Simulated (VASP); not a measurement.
Band structure of La (dhcp). Level of theory: PBE GGA with D3 dispersion (zero damping), VASP's PBE PAW potentials (set 64) (plane waves; VASP).

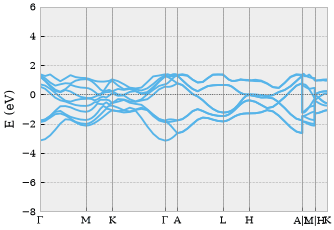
Figure: Bands along high-symmetry lines, zero at the valence-band maximum or, without a gap, the Fermi level

Read the plot: is there a gap, and where are the band edges?

It has no gap at this level: it comes out as a metal or semimetal. (Edges off the drawn lines would not show.)

The compound is La in the dhcp structure. It was relaxed first, which changed the volume by -8 %.
